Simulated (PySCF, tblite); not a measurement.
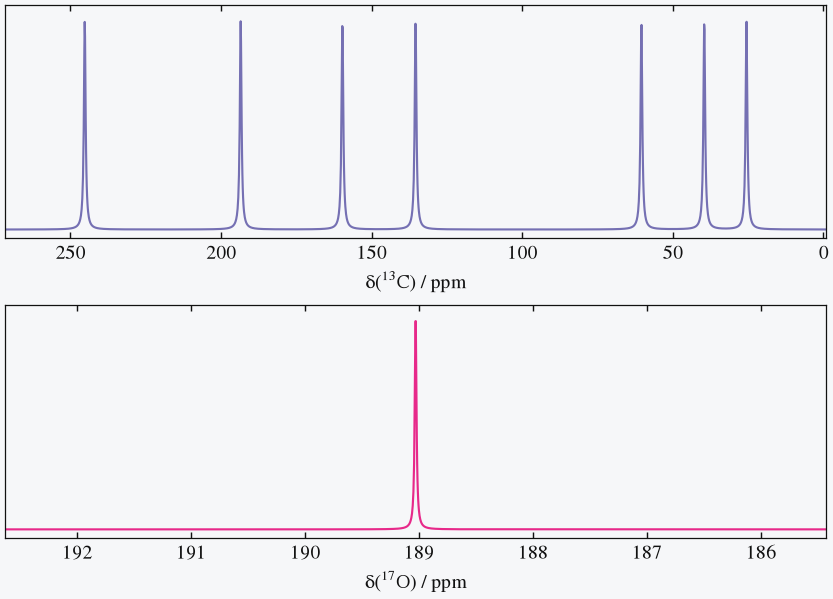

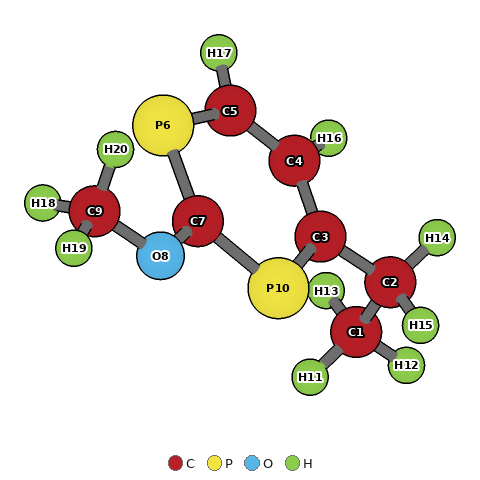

Spectrum and numbered structure of C₇H₁₀OP₂, SMILES CCc1ccpc(OC)p1. GIAO shifts, PBE0/pcSseg-1 in PySCF 2.14.0, at a GFN2-xTB geometry (a minimum by its frequencies), against TMS for ¹³C and H₂O for ¹⁷O computed at the same level (¹⁷O: a single water molecule, while the usual scale starts at liquid water and gives values some tens of ppm lower). Gas phase, fully decoupled, line heights follow the number of nuclei, widths are arbitrary (no quadrupolar broadening); values of one conformer, averaged over nuclei that symmetry or rotation about single bonds exchange, these motions taken as fast; other conformers aren't averaged in.

Q: Which ¹³C nuclei are the least shielded, and which the most?

A: Least shielded: C7 at 245.2 ppm. Most shielded: C1 at 25.5 ppm.

Q: Where does the ¹⁷O line lie?

A: At 189.0 ppm (O8).

Note: the tight-binding geometry is rougher than a DFT one and adds to the error.
